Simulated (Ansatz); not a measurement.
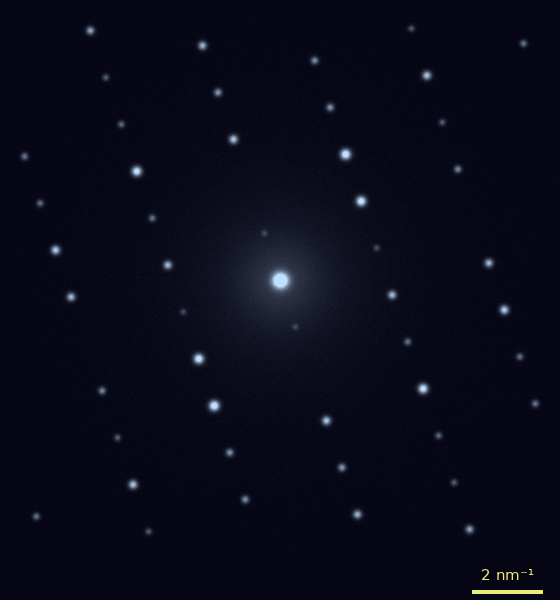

Simulated selected-area electron diffraction pattern (120 kV, kinematic approximation, thin crystal, B = 0.8 Å² for all atoms).

Phase: LuV2Ge2, space group P-3m1 (No. 164), a = 3.943 Å, c = 7.043 Å (hexagonal axes). Structure: the geometry relaxed with DFT, PAW plane waves, pbe (Ansatz); the starting structure was generated, so it need not be a known form of this composition.

> Determine the zone axis from the geometry of the pattern.

The spots form a rectangular net whose two shortest vectors correspond to d = 7.04 Å and 3.42 Å, 90.0° apart. They index as 0 0 1 (weak) and 0 1 0 (weak), so the zone axis is ±[100] (or an equivalent direction of <100>).

> List the strongest reflections.

Strongest reflections with d > 1.34 Å, one of each family (|F|² from tabulated Gaussian fits of the electron scattering factors, times a small damping for the curvature of the Ewald sphere):

```csv
hkl,d (Å),I (strongest = 100)
0 1 2,2.452,100
0 1 1,3.073,79
0 1 -3,1.935,72
0 2 -2,1.536,38
0 2 3,1.381,33
0 0 3,2.348,32
```
